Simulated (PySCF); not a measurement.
SMILES O=C(O)c1cccc([SiH3])c1 (C₇H₈O₂Si), singlet, GFN2-xTB optimised geometry. Atoms within 1.6 Å of the plane z = 0.8 Å (x, y, z in Å): O1 (2.57, -2.33, -0.02), C2 (1.36, -2.26, 0.00), O3 (0.59, -3.36, 0.03), C4 (0.58, -1.00, 0.00), C5 (-0.81, -1.00, 0.00), C6 (-1.49, 0.20, 0.00), C7 (-0.78, 1.40, 0.00), C8 (0.61, 1.42, 0.00), Si9 (1.58, 3.04, -0.01), C10 (1.28, 0.20, 0.00), H11 (1.16, -4.15, 0.02), H12 (-1.34, -1.94, 0.00), H13 (-2.57, 0.21, 0.00), H14 (-1.33, 2.33, 0.00), H16 (2.51, 3.04, 1.13), H17 (0.63, 4.15, 0.11), H18 (2.36, 0.17, 0.00).

Computed with B3LYP/def2-SVP (PySCF 2.14.0).

Map of the LUMO amplitude (bohr^(-3/2)) on the plane z = 0.8 Å; orbital energy -1.54 eV, overall sign arbitrary:

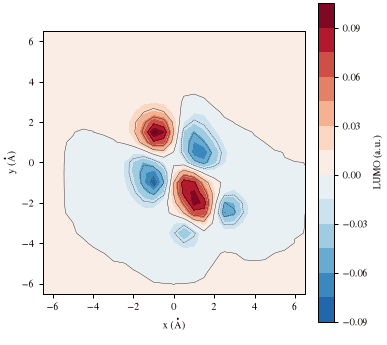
Figure: LUMO amplitude (bohr^(-3/2)) on the plane z = 0.8 Å.
